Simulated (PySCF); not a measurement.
# C4H8NO2Si (doublet): what the fields show

```csv
atom,x (Å),y (Å),z (Å)
C,3.0954,-0.2317,-0.2278
N,2.0637,-0.8773,0.2551
C,0.8951,-0.3513,0.4568
O,-0.0117,-1.0583,1.1532
C,-1.2577,-1.3306,0.4811
Si,-2.0893,0.3187,-0.0336
C,-0.6363,1.4727,0.4320
O,0.5671,0.8763,-0.0371
H,3.1105,0.8369,-0.4033
H,3.9744,-0.8136,-0.4347
H,-1.0574,-1.9950,-0.3666
H,-1.8360,-1.8926,1.2145
H,-3.2694,0.6297,0.7697
H,-2.3193,0.3515,-1.4776
H,-0.6674,2.4534,-0.0420
H,-0.5693,1.6203,1.5165
```

Geometry: GFN2-xTB.

Theory: PySCF 2.14.0, density-fitted response routines, UKS B3LYP, pcH-1 on C H N O Si, non-relativistic, mean-field spin-orbit, GIAO.

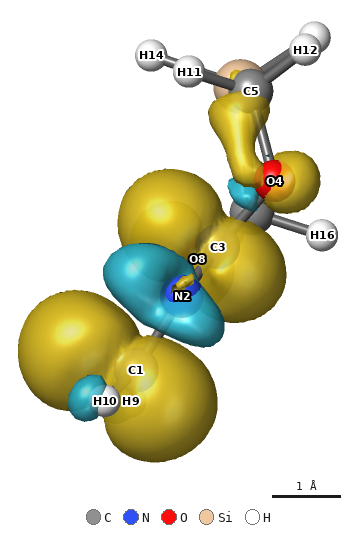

Figure 1. Isosurfaces of the spin density at +0.015 (yellow) and −0.015 e/Å³ (cyan), seen at an oblique angle.

**Describe the spin distribution.**

The unpaired spin (1 electron) lies mostly on C1 (about 0.5), C3 (about 0.3) and O8 (about 0.1), in electrons by Hirshfeld's partition.

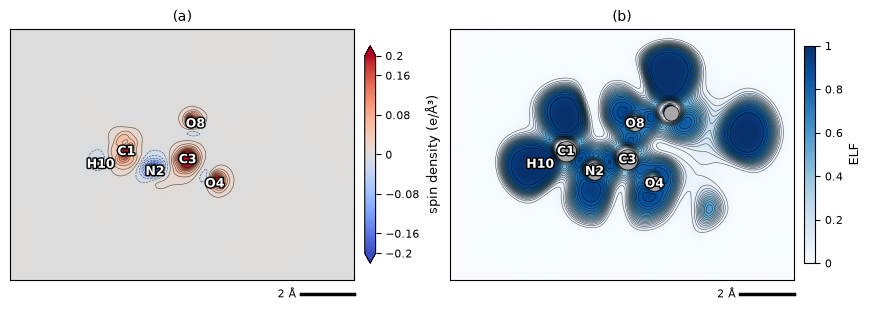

Figure 2. (a) spin density (α minus β); (b) electron localisation function on the plane of atoms O4, C3 and O8. Grey discs cover the atomic cores in the ELF map.

**What does the map show?**

- The plane passes through C, N, O and H nuclei.
- C–N (1.30 Å): the ELF peaks at about 0.90 between the atoms; localised, covalent bonding.
- C–O (1.34 Å): the ELF peaks at about 0.85 between the atoms: a shared but strongly polarised pair.
- C–H (1.07 Å): the ELF climbs to about 1 towards the hydrogen, as it does in any bond to H: a covalent bond by its length.
- The ELF also peaks beside O4, N2 and O8, away from the bonds: non-bonding electrons, paired or unpaired.

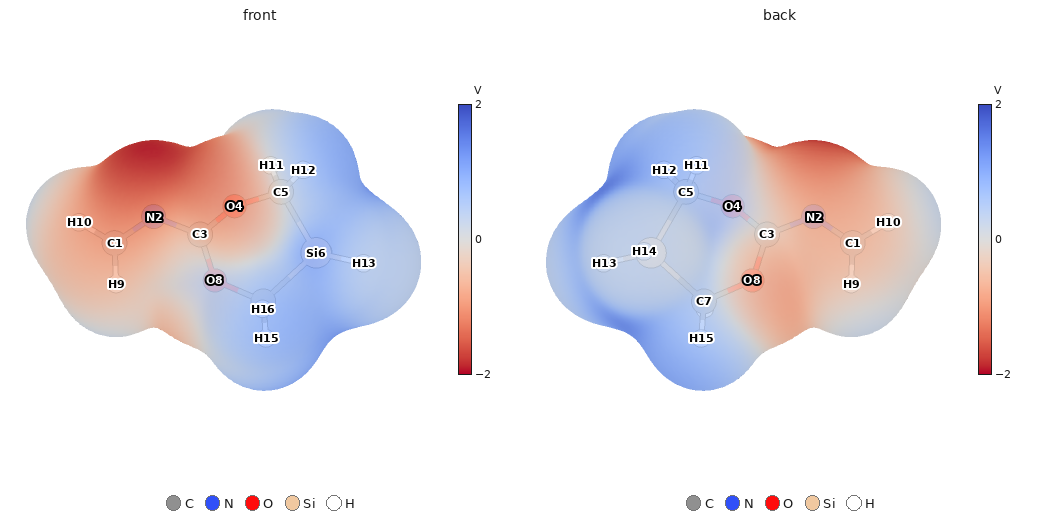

Figure 3. The molecular electrostatic potential painted on the density surface at 0.001 e/bohr³, seen from the front and from behind; red is negative and blue positive.

**Which sites attract a positive test charge, and which a negative one?**

A positive charge is drawn to the negative regions and a negative charge to the positive ones. The most negative region (about −1.9 V) lies over N2, the most positive (about +1.4 V) over Si6. N2 is the likeliest acceptor of a hydrogen bond.
